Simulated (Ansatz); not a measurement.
# Run report: SnHCl3, molecular dynamics (part 5 of 5)

Continued. System: SnHCl3. Method: RKS PBE-D4/def2-SVPD (Ansatz 0.2.0). It belongs to a series of runs on one base structure; here: dynamics from the highest image of the converged band.

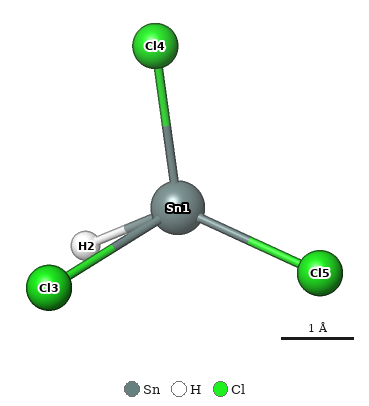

Fig. 1: The geometry at step 171 of the log (ball-and-stick view, seen at a tilt; atoms are numbered from 1 in the order of the input).

**Trajectory as extended XYZ, continued**
```
5
Properties=species:S:1:pos:R:3:forces:R:3 step=142 time_fs=71.0 energy=-43391.95738 temperature=2412.7
Sn   -0.2324    0.0150    0.4404   -0.3497  -0.3955   0.7943
H    -0.3003    0.1909    2.3320   -0.4635  -0.2477  -1.6030
Cl    2.0758   -0.0017    0.2995    0.9745  -0.0755  -0.1416
Cl   -0.7901    1.9255   -0.8598   -0.2177  -0.1672   0.1948
Cl   -0.8662   -1.9734   -0.8792    0.0564   0.8859   0.7554
5
Properties=species:S:1:pos:R:3:forces:R:3 step=144 time_fs=72.0 energy=-43391.88919 temperature=2237.0
Sn   -0.2362    0.0147    0.4406   -0.0437  -0.3467   0.7793
H    -0.1864    0.2200    2.3322   -0.6540  -0.2806  -1.5544
Cl    2.0817   -0.0018    0.2995    0.8880  -0.0849  -0.1923
Cl   -0.7885    1.9276   -0.8598   -0.2309  -0.1782   0.1994
Cl   -0.8642   -1.9754   -0.8800    0.0406   0.8904   0.7680
5
Properties=species:S:1:pos:R:3:forces:R:3 step=145 time_fs=72.5 energy=-43391.85686 temperature=2153.7
Sn   -0.2381    0.0146    0.4407    0.0998  -0.3247   0.7520
H    -0.1316    0.2336    2.3266   -0.7444  -0.2938  -1.5088
Cl    2.0847   -0.0019    0.2996    0.8477  -0.0897  -0.2175
Cl   -0.7878    1.9287   -0.8598   -0.2366  -0.1834   0.2012
Cl   -0.8633   -1.9763   -0.8802    0.0334   0.8917   0.7731
5
Properties=species:S:1:pos:R:3:forces:R:3 step=147 time_fs=73.5 energy=-43391.79658 temperature=1998.3
Sn   -0.2418    0.0143    0.4410    0.3605  -0.2864   0.6576
H    -0.0277    0.2586    2.3048   -0.9097  -0.3129  -1.3755
Cl    2.0908   -0.0021    0.2995    0.7746  -0.0995  -0.2670
Cl   -0.7862    1.9307   -0.8597   -0.2459  -0.1936   0.2039
Cl   -0.8613   -1.9779   -0.8807    0.0203   0.8924   0.7810
5
Properties=species:S:1:pos:R:3:forces:R:3 step=148 time_fs=74.0 energy=-43391.76871 temperature=1926.4
Sn   -0.2437    0.0142    0.4412    0.4747  -0.2709   0.5899
H     0.0211    0.2700    2.2889   -0.9822  -0.3183  -1.2877
Cl    2.0940   -0.0022    0.2995    0.7423  -0.1044  -0.2907
Cl   -0.7855    1.9317   -0.8597   -0.2494  -0.1985   0.2046
Cl   -0.8603   -1.9786   -0.8808    0.0146   0.8921   0.7839
5
Properties=species:S:1:pos:R:3:forces:R:3 step=150 time_fs=75.0 energy=-43391.71688 temperature=1792.7
Sn   -0.2474    0.0138    0.4415    0.6627  -0.2490   0.4111
H     0.1115    0.2905    2.2480   -1.1003  -0.3194  -1.0679
Cl    2.1005   -0.0024    0.2994    0.6868  -0.1137  -0.3352
Cl   -0.7841    1.9337   -0.8595   -0.2542  -0.2080   0.2045
Cl   -0.8583   -1.9798   -0.8809    0.0051   0.8901   0.7875
5
Properties=species:S:1:pos:R:3:forces:R:3 step=152 time_fs=76.0 energy=-43391.66825 temperature=1667.2
Sn   -0.2511    0.0135    0.4420    0.7867  -0.2426   0.1690
H     0.1914    0.3079    2.1970   -1.1727  -0.3052  -0.7852
Cl    2.1072   -0.0027    0.2992    0.6438  -0.1220  -0.3742
Cl   -0.7828    1.9356   -0.8594   -0.2561  -0.2171   0.2021
Cl   -0.8564   -1.9808   -0.8808   -0.0018   0.8869   0.7883
5
Properties=species:S:1:pos:R:3:forces:R:3 step=153 time_fs=76.5 energy=-43391.64399 temperature=1604.5
Sn   -0.2529    0.0133    0.4422    0.8214  -0.2463   0.0222
H     0.2272    0.3155    2.1685   -1.1879  -0.2914  -0.6186
Cl    2.1106   -0.0028    0.2990    0.6267  -0.1256  -0.3911
Cl   -0.7821    1.9365   -0.8592   -0.2559  -0.2215   0.1999
Cl   -0.8554   -1.9812   -0.8807   -0.0043   0.8849   0.7877
5
Properties=species:S:1:pos:R:3:forces:R:3 step=155 time_fs=77.5 energy=-43391.59257 temperature=1471.8
Sn   -0.2565    0.0129    0.4426    0.8310  -0.2704  -0.3249
H     0.2902    0.3287    2.1075   -1.1694  -0.2483  -0.2338
Cl    2.1175   -0.0032    0.2987    0.5997  -0.1315  -0.4193
Cl   -0.7809    1.9383   -0.8590   -0.2538  -0.2300   0.1935
Cl   -0.8534   -1.9819   -0.8803   -0.0075   0.8803   0.7845
5
Properties=species:S:1:pos:R:3:forces:R:3 step=156 time_fs=78.0 energy=-43391.56420 temperature=1398.6
Sn   -0.2582    0.0128    0.4428    0.8057  -0.2914  -0.5239
H     0.3175    0.3343    2.0759   -1.1339  -0.2185  -0.0171
Cl    2.1210   -0.0033    0.2984    0.5887  -0.1337  -0.4305
Cl   -0.7803    1.9392   -0.8588   -0.2521  -0.2341   0.1893
Cl   -0.8524   -1.9821   -0.8800   -0.0084   0.8777   0.7820
5
Properties=species:S:1:pos:R:3:forces:R:3 step=158 time_fs=79.0 energy=-43391.50007 temperature=1233.2
Sn   -0.2617    0.0123    0.4432    0.6993  -0.3506  -0.9610
H     0.3640    0.3442    2.0131   -1.0104  -0.1429   0.4529
Cl    2.1282   -0.0037    0.2979    0.5682  -0.1366  -0.4468
Cl   -0.7792    1.9410   -0.8585   -0.2479  -0.2417   0.1795
Cl   -0.8504   -1.9824   -0.8792   -0.0092   0.8718   0.7754
5
Properties=species:S:1:pos:R:3:forces:R:3 step=159 time_fs=79.5 energy=-43391.46432 temperature=1141.1
Sn   -0.2634    0.0121    0.4433    0.6236  -0.3874  -1.1896
H     0.3836    0.3486    1.9831   -0.9255  -0.0986   0.6964
Cl    2.1319   -0.0039    0.2976    0.5572  -0.1374  -0.4520
Cl   -0.7786    1.9418   -0.8583   -0.2457  -0.2451   0.1740
Cl   -0.8494   -1.9824   -0.8788   -0.0095   0.8684   0.7712
5
Properties=species:S:1:pos:R:3:forces:R:3 step=161 time_fs=80.5 energy=-43391.38884 temperature=947.0
Sn   -0.2668    0.0117    0.4435    0.4500  -0.4670  -1.6296
H     0.4163    0.3567    1.9286   -0.7272  -0.0042   1.1625
Cl    2.1393   -0.0043    0.2968    0.5292  -0.1376  -0.4565
Cl   -0.7776    1.9434   -0.8578   -0.2415  -0.2509   0.1625
Cl   -0.8475   -1.9824   -0.8777   -0.0104   0.8598   0.7612
5
Properties=species:S:1:pos:R:3:forces:R:3 step=162 time_fs=81.0 energy=-43391.35194 temperature=852.1
Sn   -0.2685    0.0114    0.4436    0.3654  -0.5048  -1.8216
H     0.4300    0.3607    1.9052   -0.6250   0.0410   1.3654
Cl    2.1430   -0.0045    0.2964    0.5106  -0.1372  -0.4558
Cl   -0.7771    1.9442   -0.8576   -0.2397  -0.2532   0.1568
Cl   -0.8465   -1.9822   -0.8771   -0.0113   0.8542   0.7552
5
Properties=species:S:1:pos:R:3:forces:R:3 step=164 time_fs=82.0 energy=-43391.28917 temperature=690.8
Sn   -0.2718    0.0109    0.4436    0.2393  -0.5608  -2.0983
H     0.4530    0.3691    1.8687   -0.4488   0.1126   1.6592
Cl    2.1506   -0.0050    0.2955    0.4605  -0.1351  -0.4480
Cl   -0.7762    1.9457   -0.8571   -0.2366  -0.2563   0.1458
Cl   -0.8445   -1.9818   -0.8757   -0.0144   0.8396   0.7414
5
Properties=species:S:1:pos:R:3:forces:R:3 step=165 time_fs=82.5 energy=-43391.26692 temperature=633.6
Sn   -0.2735    0.0107    0.4436    0.2124  -0.5728  -2.1663
H     0.4628    0.3736    1.8563   -0.3882   0.1333   1.7331
Cl    2.1545   -0.0053    0.2950    0.4280  -0.1335  -0.4410
Cl   -0.7758    1.9465   -0.8568   -0.2355  -0.2571   0.1409
Cl   -0.8435   -1.9815   -0.8750   -0.0167   0.8302   0.7334
5
Properties=species:S:1:pos:R:3:forces:R:3 step=167 time_fs=83.5 energy=-43391.24563 temperature=578.7
Sn   -0.2768    0.0101    0.4434    0.2539  -0.5551  -2.1423
H     0.4796    0.3837    1.8439   -0.3438   0.1351   1.7158
Cl    2.1623   -0.0058    0.2939    0.3468  -0.1293  -0.4211
Cl   -0.7749    1.9479   -0.8563   -0.2337  -0.2572   0.1324
Cl   -0.8416   -1.9807   -0.8733   -0.0232   0.8066   0.7151
5
Properties=species:S:1:pos:R:3:forces:R:3 step=168 time_fs=84.0 energy=-43391.24617 temperature=579.8
Sn   -0.2784    0.0098    0.4432    0.3239  -0.5246  -2.0542
H     0.4868    0.3892    1.8439   -0.3616   0.1157   1.6286
Cl    2.1662   -0.0061    0.2933    0.2982  -0.1268  -0.4084
Cl   -0.7745    1.9486   -0.8560   -0.2332  -0.2566   0.1291
Cl   -0.8406   -1.9803   -0.8724   -0.0273   0.7924   0.7049
5
Properties=species:S:1:pos:R:3:forces:R:3 step=170 time_fs=85.0 energy=-43391.26311 temperature=622.9
Sn   -0.2817    0.0091    0.4427    0.5469  -0.4273  -1.7609
H     0.4986    0.4011    1.8553   -0.4632   0.0434   1.3326
Cl    2.1742   -0.0067    0.2921    0.1864  -0.1212  -0.3786
Cl   -0.7738    1.9499   -0.8554   -0.2326  -0.2546   0.1243
Cl   -0.8387   -1.9792   -0.8704   -0.0374   0.7598   0.6826
5
Properties=species:S:1:pos:R:3:forces:R:3 step=171 time_fs=85.5 energy=-43391.27577 temperature=655.3
Sn   -0.2833    0.0088    0.4424    0.6885  -0.3656  -1.5755
H     0.5028    0.4072    1.8659   -0.5366  -0.0045   1.1441
Cl    2.1782   -0.0070    0.2914    0.1242  -0.1182  -0.3621
Cl   -0.7735    1.9505   -0.8551   -0.2327  -0.2534   0.1228
Cl   -0.8377   -1.9785   -0.8694   -0.0433   0.7417   0.6706
5
Properties=species:S:1:pos:R:3:forces:R:3 step=173 time_fs=86.5 energy=-43391.30099 temperature=720.0
Sn   -0.2865    0.0081    0.4417    1.0002  -0.2302  -1.1769
H     0.5073    0.4192    1.8950   -0.7003  -0.1095   0.7369
Cl    2.1861   -0.0076    0.2900   -0.0096  -0.1123  -0.3276
Cl   -0.7728    1.9517   -0.8544   -0.2335  -0.2510   0.1219
Cl   -0.8358   -1.9771   -0.8672   -0.0568   0.7031   0.6458
5
Properties=species:S:1:pos:R:3:forces:R:3 step=174 time_fs=87.0 energy=-43391.31135 temperature=746.7
Sn   -0.2881    0.0078    0.4413    1.1596  -0.1616  -0.9803
H     0.5071    0.4250    1.9124   -0.7809  -0.1618   0.5351
Cl    2.1901   -0.0080    0.2892   -0.0800  -0.1096  -0.3103
Cl   -0.7725    1.9523   -0.8541   -0.2343  -0.2501   0.1223
Cl   -0.8348   -1.9764   -0.8660   -0.0643   0.6831   0.6332
5
Properties=species:S:1:pos:R:3:forces:R:3 step=176 time_fs=88.0 energy=-43391.32589 temperature=784.3
Sn   -0.2911    0.0070    0.4405    1.4658  -0.0317  -0.6203
H     0.5010    0.4351    1.9507   -0.9238  -0.2569   0.1641
Cl    2.1981   -0.0086    0.2877   -0.2245  -0.1049  -0.2771
Cl   -0.7720    1.9534   -0.8534   -0.2368  -0.2493   0.1250
Cl   -0.8329   -1.9747   -0.8635   -0.0806   0.6428   0.6083
5
Properties=species:S:1:pos:R:3:forces:R:3 step=177 time_fs=88.5 energy=-43391.33067 temperature=796.7
Sn   -0.2926    0.0067    0.4401    1.6082   0.0275  -0.4631
H     0.4947    0.4393    1.9706   -0.9827  -0.2978   0.0012
Cl    2.2021   -0.0090    0.2869   -0.2978  -0.1030  -0.2615
Cl   -0.7717    1.9539   -0.8530   -0.2384  -0.2496   0.1272
Cl   -0.8319   -1.9738   -0.8622   -0.0893   0.6229   0.5962
5
Properties=species:S:1:pos:R:3:forces:R:3 step=179 time_fs=89.5 energy=-43391.33864 temperature=817.6
Sn   -0.2955    0.0060    0.4392    1.8668   0.1323  -0.1999
H     0.4749    0.4455    2.0101   -1.0727  -0.3644  -0.2736
Cl    2.2100   -0.0097    0.2852   -0.4441  -0.1001  -0.2329
Cl   -0.7713    1.9549   -0.8523   -0.2424  -0.2521   0.1333
Cl   -0.8301   -1.9718   -0.8594   -0.1076   0.5843   0.5731
5
Properties=species:S:1:pos:R:3:forces:R:3 step=180 time_fs=90.0 energy=-43391.34352 temperature=830.3
Sn   -0.2969    0.0056    0.4387    1.9825   0.1779  -0.0939
H     0.4612    0.4473    2.0290   -1.1041  -0.3902  -0.3856
Cl    2.2138   -0.0101    0.2844   -0.5167  -0.0991  -0.2198
Cl   -0.7711    1.9554   -0.8519   -0.2446  -0.2543   0.1371
Cl   -0.8291   -1.9708   -0.8580   -0.1171   0.5658   0.5622
5
Properties=species:S:1:pos:R:3:forces:R:3 step=182 time_fs=91.0 energy=-43391.35910 temperature=870.7
Sn   -0.2995    0.0049    0.4378    2.1872   0.2558   0.0702
H     0.4258    0.4481    2.0639   -1.1418  -0.4280  -0.5622
Cl    2.2215   -0.0109    0.2826   -0.6594  -0.0974  -0.1958
Cl   -0.7707    1.9563   -0.8511   -0.2495  -0.2609   0.1460
Cl   -0.8273   -1.9686   -0.8550   -0.1365   0.5306   0.5419
5
Properties=species:S:1:pos:R:3:forces:R:3 step=183 time_fs=91.5 energy=-43391.37116 temperature=901.9
Sn   -0.3008    0.0046    0.4374    2.2764   0.2886   0.1296
H     0.4041    0.4470    2.0794   -1.1490  -0.4405  -0.6283
Cl    2.2253   -0.0113    0.2817   -0.7291  -0.0968  -0.1845
Cl   -0.7706    1.9567   -0.8507   -0.2521  -0.2652   0.1509
Cl   -0.8264   -1.9675   -0.8535   -0.1462   0.5139   0.5323
5
Properties=species:S:1:pos:R:3:forces:R:3 step=185 time_fs=92.5 energy=-43391.40619 temperature=992.3
Sn   -0.3031    0.0039    0.4365    2.4292   0.3424   0.2062
H     0.3523    0.4415    2.1057   -1.1418  -0.4539  -0.7193
Cl    2.2327   -0.0121    0.2799   -0.8648  -0.0952  -0.1625
Cl   -0.7703    1.9575   -0.8498   -0.2570  -0.2757   0.1615
Cl   -0.8246   -1.9651   -0.8503   -0.1656   0.4824   0.5140
5
Properties=species:S:1:pos:R:3:forces:R:3 step=186 time_fs=93.0 energy=-43391.42965 temperature=1052.8
Sn   -0.3042    0.0036    0.4361    2.4927   0.3636   0.2239
H     0.3223    0.4372    2.1164   -1.1280  -0.4550  -0.7446
Cl    2.2363   -0.0125    0.2790   -0.9305  -0.0943  -0.1513
Cl   -0.7702    1.9579   -0.8493   -0.2592  -0.2817   0.1669
Cl   -0.8238   -1.9638   -0.8486   -0.1751   0.4674   0.5052
5
Properties=species:S:1:pos:R:3:forces:R:3 step=188 time_fs=94.0 energy=-43391.48840 temperature=1204.2
Sn   -0.3063    0.0030    0.4352    2.5931   0.3944   0.2177
H     0.2542    0.4252    2.1323   -1.0803  -0.4465  -0.7549
Cl    2.2433   -0.0133    0.2771   -1.0569  -0.0915  -0.1274
Cl   -0.7701    1.9586   -0.8484   -0.2627  -0.2946   0.1775
Cl   -0.8221   -1.9613   -0.8452   -0.1932   0.4382   0.4871
5
Properties=species:S:1:pos:R:3:forces:R:3 step=189 time_fs=94.5 energy=-43391.52316 temperature=1293.7
Sn   -0.3073    0.0027    0.4348    2.6298   0.4039   0.1933
H     0.2163    0.4177    2.1376   -1.0467  -0.4369  -0.7391
Cl    2.2467   -0.0137    0.2761   -1.1176  -0.0896  -0.1143
Cl   -0.7700    1.9589   -0.8479   -0.2637  -0.3013   0.1825
Cl   -0.8212   -1.9599   -0.8435   -0.2017   0.4239   0.4776
5
Properties=species:S:1:pos:R:3:forces:R:3 step=191 time_fs=95.5 energy=-43391.60084 temperature=1493.8
Sn   -0.3090    0.0021    0.4339    2.6764   0.4110   0.1002
H     0.1330    0.3994    2.1428   -0.9618  -0.4067  -0.6631
Cl    2.2533   -0.0146    0.2742   -1.2334  -0.0846  -0.0849
Cl   -0.7700    1.9595   -0.8469   -0.2640  -0.3143   0.1914
Cl   -0.8196   -1.9572   -0.8399   -0.2170   0.3946   0.4564
5
Properties=species:S:1:pos:R:3:forces:R:3 step=192 time_fs=96.0 energy=-43391.64230 temperature=1600.6
Sn   -0.3098    0.0018    0.4335    2.6871   0.4088   0.0315
H     0.0879    0.3888    2.1430   -0.9117  -0.3864  -0.6026
Cl    2.2565   -0.0151    0.2732   -1.2886  -0.0814  -0.0683
Cl   -0.7700    1.9597   -0.8464   -0.2631  -0.3203   0.1951
Cl   -0.8188   -1.9557   -0.8380   -0.2238   0.3793   0.4444
5
Properties=species:S:1:pos:R:3:forces:R:3 step=194 time_fs=97.0 energy=-43391.72620 temperature=1816.7
Sn   -0.3112    0.0013    0.4327    2.6881   0.3950  -0.1467
H    -0.0088    0.3648    2.1393   -0.8017  -0.3371  -0.4386
Cl    2.2625   -0.0160    0.2712   -1.3930  -0.0735  -0.0311
Cl   -0.7701    1.9601   -0.8453   -0.2585  -0.3302   0.2003
Cl   -0.8173   -1.9528   -0.8342   -0.2350   0.3459   0.4161
5
Properties=species:S:1:pos:R:3:forces:R:3 step=195 time_fs=97.5 energy=-43391.76693 temperature=1921.6
Sn   -0.3119    0.0010    0.4322    2.6811   0.3848  -0.2519
H    -0.0601    0.3516    2.1357   -0.7447  -0.3092  -0.3389
Cl    2.2654   -0.0165    0.2702   -1.4422  -0.0689  -0.0106
Cl   -0.7702    1.9603   -0.8447   -0.2548  -0.3339   0.2019
Cl   -0.8166   -1.9513   -0.8323   -0.2394   0.3273   0.3995
5
Properties=species:S:1:pos:R:3:forces:R:3 step=197 time_fs=98.5 energy=-43391.84262 temperature=2116.7
Sn   -0.3130    0.0006    0.4314    2.6601   0.3632  -0.4736
H    -0.1679    0.3231    2.1264   -0.6350  -0.2518  -0.1231
Cl    2.2709   -0.0174    0.2683   -1.5345  -0.0588   0.0337
Cl   -0.7703    1.9606   -0.8435   -0.2445  -0.3376   0.2025
Cl   -0.8151   -1.9483   -0.8284   -0.2460   0.2850   0.3605
5
Properties=species:S:1:pos:R:3:forces:R:3 step=198 time_fs=99.0 energy=-43391.87683 temperature=2205.0
Sn   -0.3134    0.0003    0.4309    2.6487   0.3547  -0.5777
H    -0.2242    0.3078    2.1212   -0.5850  -0.2248  -0.0189
Cl    2.2735   -0.0179    0.2673   -1.5774  -0.0533   0.0571
Cl   -0.7704    1.9607   -0.8429   -0.2380  -0.3375   0.2017
Cl   -0.8144   -1.9467   -0.8263   -0.2482   0.2609   0.3378
5
Properties=species:S:1:pos:R:3:forces:R:3 step=200 time_fs=100.0 energy=-43391.93783 temperature=2362.4
Sn   -0.3142   -0.0001    0.4300    2.6258   0.3494  -0.7335
H    -0.3408    0.2758    2.1109   -0.4962  -0.1803   0.1444
Cl    2.2783   -0.0188    0.2653   -1.6561  -0.0421   0.1052
Cl   -0.7707    1.9609   -0.8417   -0.2226  -0.3329   0.1978
Cl   -0.8131   -1.9435   -0.8222   -0.2508   0.2058   0.2862
```

This output came from the following input.

**Input**
```yaml
crystal:
  periodic: [false, false, false]
  atoms:
    - { symbol: Sn, position_ang: [-0.268533, 0.004483, 0.413148] }
    - { symbol: H, position_ang: [0.92422, 0.004652, 1.740628] }
    - { symbol: Cl, position_ang: [2.335563, -0.011644, 0.413386] }
    - { symbol: Cl, position_ang: [-0.903463, 1.896542, -0.883065] }
    - { symbol: Cl, position_ang: [-0.926489, -1.894032, -0.861897] }
basis:
  gaussian: { orbitals: def2-SVPD }
hamiltonian:
  xc: pbe
  dispersion: d4
md:
  timestep: 0.5
  n_steps: 200
  ensemble: nve
  temperature: 300.0
  initial_velocities: maxwell_boltzmann
  seed: 4039
```

Launched with:
```bash
ansatz run input.yaml --threads 4 --pin off --max-ram 5120MiB --backend cpu --events-out ev --progress --plain --runs-dir out
```

**Summary**

| quantity | value |
| --- | --- |
| outcome | finished |
| mean temperature over the second half | 1635 K |
| trajectory | 200 steps, 100 fs |
| ensemble | nve |
| temperature in the input | 300.0 K |
| time step | 0.5 fs |
| potential energy (last step) | −43391.9379 eV |
| mean-field energy (last step) | −43391.7605 eV |
| largest force (length of the vector) (last step) | 2.749 eV/Å |
| hardware | 4 threads of Intel Xeon (Sapphire Rapids), 32 GiB of memory available, shared host |
| wall time | 3 min (CPU time 11 min) |
| peak memory | 0.21 GiB |

So short a trajectory is not equilibrated.
